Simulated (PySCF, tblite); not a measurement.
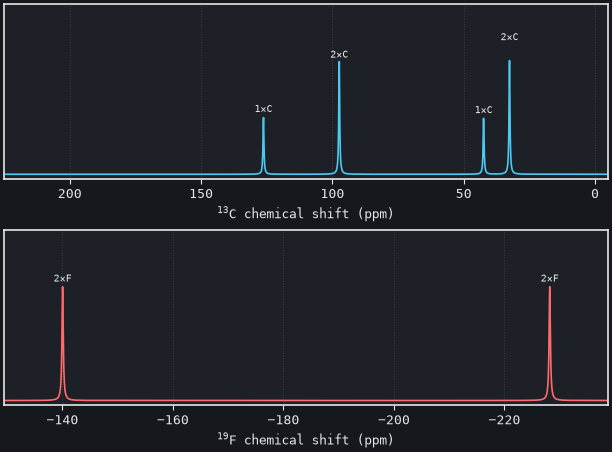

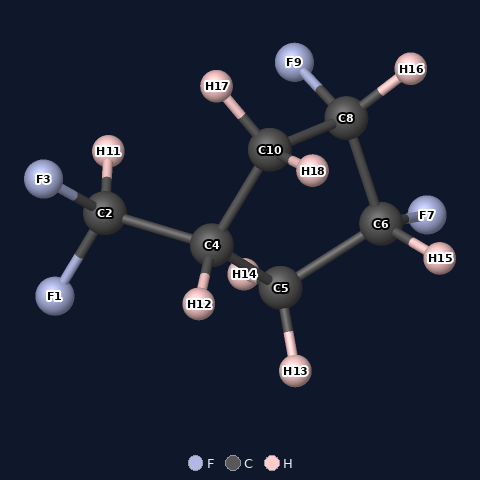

Spectrum and numbered structure of C₆H₈F₄, SMILES FC(F)[C@H]1C[C@@H](F)[C@@H](F)C1. GIAO shifts, PBE0/pcSseg-1, PySCF 2.14.0, at a GFN2-xTB geometry (a minimum by its frequencies), against TMS for ¹³C and CFCl₃ for ¹⁹F computed at the same level (¹⁹F: this reference is a hard case for the method, so all values can be off together by tens of ppm, and differences between signals are safer). Gas phase, fully decoupled, line heights follow the number of nuclei, widths are arbitrary (no quadrupolar broadening); values of one conformer, averaged over nuclei that symmetry, rotation about single bonds or ring flips exchange, these motions taken as fast; other conformers aren't averaged in.

Which ¹³C nuclei are the least shielded, and which the most?

Least shielded: C2 at 126.3 ppm. Most shielded: C5 and C10 at 32.6 ppm.

Which atoms give which ¹⁹F line?

```csv
δ (ppm),nuclei,atoms
−140.0,2,"F1, F3"
−228.2,2,"F7, F9"
```

Caveats: the tight-binding geometry is rougher than a DFT one and adds to the error.
